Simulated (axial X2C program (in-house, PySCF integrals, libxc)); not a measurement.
# A two-component session on SnS: properties at the nuclei

Aim: properties at the nuclei of SnS, with spin–orbit coupling in the Hamiltonian from the start.

The runs use an in-house X2C program for linear molecules on PySCF integrals; two-component X2C with atomic mean-field terms, Sn dyall-acv3z, S dyall-av3z.

All values are calculated.

**1. The job**

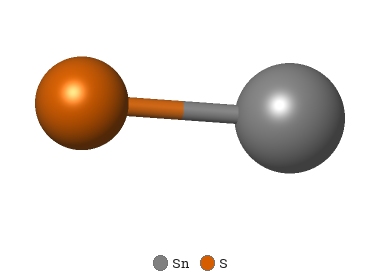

The two atoms at 2.240 Å (tin grey, sulfur orange).

The input, task.json:

```json
{"zs": [50, 16], "q": 0, "bas": ["dyall-acv3z", "dyall-av3z"], "r0": 2.24, "levels": ["PBE0", "HF", "B3LYP"], "nst": 1, "ff": 1, "thr": -3.5, "nmax": 130, "opt": {"ecut": 60}}
```

Keys: zs atomic numbers; q charge; bas basis sets; r0 starting distance in Å; levels methods (HF also brings MP2); nst determinants followed; ff finite-field run; thr threshold in hartree for freezing inner shells (an s shell follows its p shell); nmax most natural virtual spinors; ecut virtual cutoff in hartree.

Command:

```console
python soeom.py task.json out
```

Nuclei are Gaussian, cores are contracted, and the Gaunt term is on.

**2. Expectation values, lowest determinant**

R = 2.212 Å. State: Ω = 0 (closed shell).

Output of the PBE0 run:

```text
two-component X2C + atomic mean field  PBE0
basis functions 207  fitting functions 1045  grid points 5082
iter        total energy     max residual
   1      -6570.563292361     2.94e+00
   2      -6572.796532181     1.93e-02
   3      -6572.771873222     2.73e-02
   4      -6572.808598124     1.17e-02
   5      -6572.815689162     1.75e-03
   6      -6572.815806600     3.14e-04
   7      -6572.815809805     1.20e-04
   8      -6572.815810312     1.94e-05
   9      -6572.815810330     4.62e-06
  10      -6572.815810331     4.31e-07
converged
one-electron -9417.73164577  Coulomb 2849.06502817  exact exchange -47.24314560  xc functional -144.71053761  nuclear repulsion 191.38416308  atomic mean-field constant -3.57967260
```

The highest occupied spinor is 71% S p, 18% Sn p, 5% Sn d.

```
level  qzz Sn (a.u.)  qzz S (a.u.)  μ (D)
 PBE0          -6.99         -0.10  -3.44
   HF          -8.55          0.04  -4.19
B3LYP          -6.74         -0.18  -3.37
```

qzz is the electric field gradient, eQq0 = 234.96 MHz × Q/barn × qzz; μ is positive if S is the positive end. The operators were transformed with the bare-nucleus X2C matrices.

**3. Finite-field coupled cluster**

Output:

```text
two-component X2C + atomic mean field  HF
basis functions 207  fitting functions 1045  grid points 5082
iter        total energy     max residual
   1      -6569.834709518     2.03e-01
   2      -6569.862591525     5.31e-03
   3      -6569.863589915     1.73e-03
   4      -6569.863768892     1.12e-03
   5      -6569.863828722     3.60e-04
   6      -6569.863840084     1.50e-04
   7      -6569.863842240     6.64e-05
   8      -6569.863842756     3.14e-05
   9      -6569.863842839     8.97e-06
  10      -6569.863842848     4.46e-06
  11      -6569.863842851     2.60e-06
  12      -6569.863842852     1.10e-06
converged
one-electron -9416.23698579  Coulomb 2847.63772662  exact exchange -189.06907416  xc functional 0.00000000  nuclear repulsion 191.38416308  atomic mean-field constant -3.57967260
correlated 20  virtual 308  natural virtual 130  E(MP2) -0.724522761  MP2 remainder -0.032472752
iter   CCSD correlation   residual
   1     -0.643776740   1.86e-01
   2     -0.659448685   8.86e-02
   3     -0.664281878   2.93e-02
   4     -0.664038833   1.19e-02
   5     -0.664091215   4.83e-03
   6     -0.664144127   1.46e-03
   7     -0.664132344   5.60e-04
   8     -0.664137473   2.01e-04
   9     -0.664134179   1.04e-04
  10     -0.664134950   5.25e-05
  11     -0.664134327   2.47e-05
  12     -0.664134543   7.24e-06
  13     -0.664134585   2.81e-06
  14     -0.664134648   1.26e-06
  15     -0.664134650   5.11e-07
(T) -0.029028407  T1 0.0297  D1 0.0574  max T2 0.068
```

T1 in the output is the amplitude norm over the root of the electron number; divide by √2 for the Lee–Taylor value.

20 electrons correlated in 130 natural virtual spinors, MP2 remainder added; T1 = 0.021.

```
  level  qzz Sn (a.u.)  qzz S (a.u.)  μ (D)
     HF          -8.55          0.04  -4.19
    MP2          -6.29         -0.33  -3.18
   CCSD          -7.03         -0.15  -3.45
CCSD(T)          -6.48         -0.25  -3.16
```

**4. What came out**

```
              quantity                 value
    lowest determinant  Ω = 0 (closed shell)
   qzz Sn (a.u.), PBE0                 -6.99
    qzz S (a.u.), PBE0                 -0.10
           μ (D), PBE0                 -3.44
qzz Sn (a.u.), CCSD(T)                 -6.48
 qzz S (a.u.), CCSD(T)                 -0.25
        μ (D), CCSD(T)                 -3.16
```

The expectation values come from single determinants, which for open shells can mix terms of unlike spin or miss the lowest Ω, so a determinant need not be a state. qzz is the electric field gradient, eQq0 = 234.96 MHz × Q/barn × qzz; μ is positive if S is the positive end. The operators were transformed with the bare-nucleus X2C matrices. Correlation of the inner shells is missing, which matters for properties at the nucleus.
